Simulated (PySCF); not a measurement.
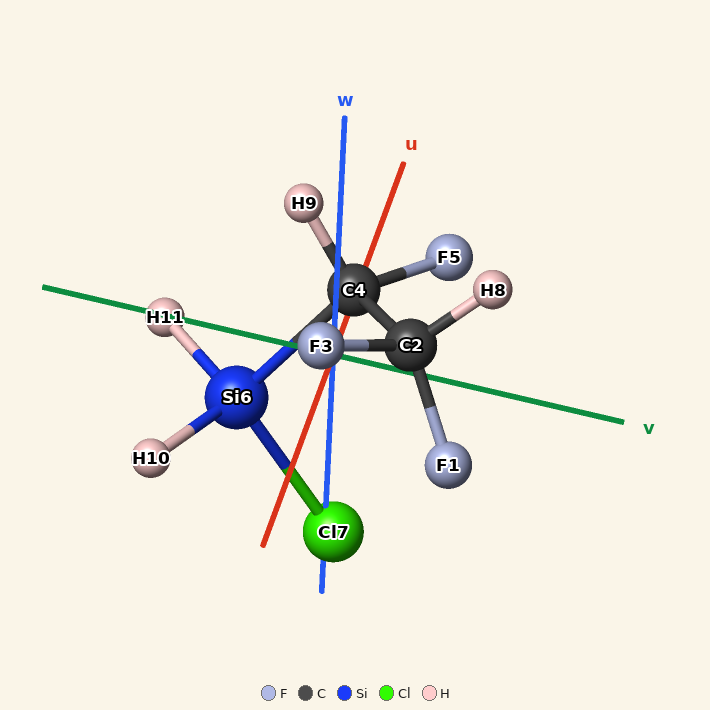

The lines u, v and w are the principal axes of the static dipole polarisability. The geometry was computed by an optimisation with PBE0-D3(BJ)/def2-SVP. No frequency run is at hand to confirm it as a minimum. Computed with PBE0/aug-cc-pVDZ (PySCF 2.14.0).

**Along which axis is the molecule most polarisable, and along which least?**

Most along w (close to the long direction F3···Cl7), least along u.

**Give the three principal values.**

u 60.8, v 66.1, w 74.7 bohr³; mean 67.2, anisotropy 12.2 bohr³.
